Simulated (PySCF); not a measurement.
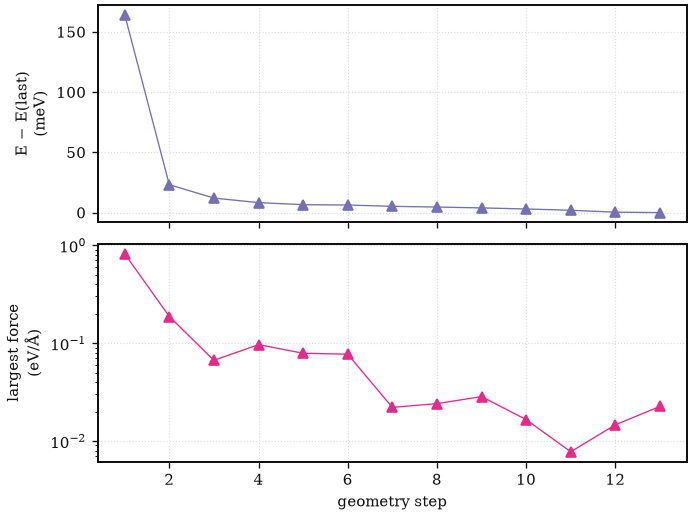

History of a geometry optimisation.

System: an isomer of formula C₃H₁₀AsBO.
Method: PBE0-D3(BJ)/def2-SVP, geometry optimisation in PySCF.

**How did the optimisation end?**

The optimisation met its thresholds at geometry 13, counting the start as the first. The energy fell by about 160 meV from the first step to the last. The largest force goes from about 0.82 eV/Å at the start to 0.023 eV/Å at the end.

**By which step was nine tenths of the energy gained?**

By step 3 of 13.
